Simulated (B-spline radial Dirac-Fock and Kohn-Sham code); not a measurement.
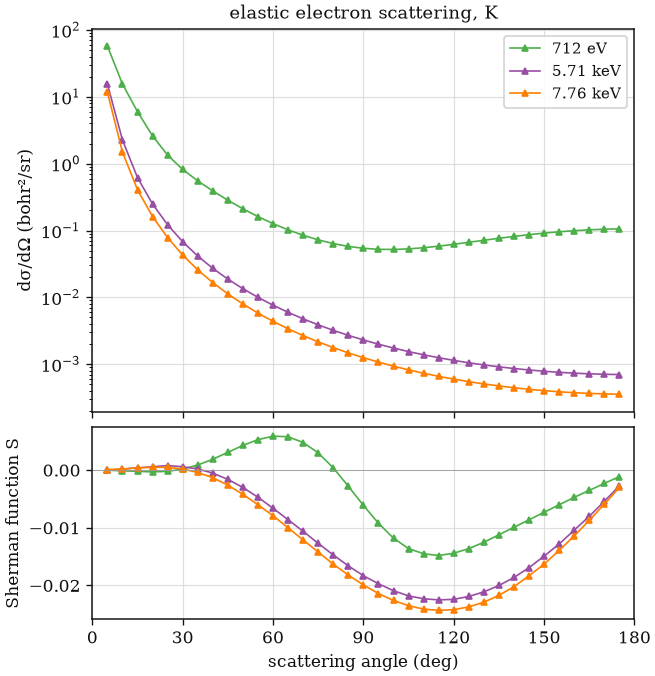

Differential cross section for elastic electron scattering and the Sherman function against angle at 712 eV, 5.71 keV and 7.76 keV, computed at the marked angles. System: atomic K. Level of theory: Dirac partial waves in the static Dirac–Fock field with Furness–McCarthy exchange, no polarisation or absorption; calculated with a B-spline radial atomic code.

### What does this calculation give for the integrated and first transport cross sections at 712 eV, and for the share scattered backwards?

8.29 and 1.17 bohr²; 5.2 % goes into the backward hemisphere.
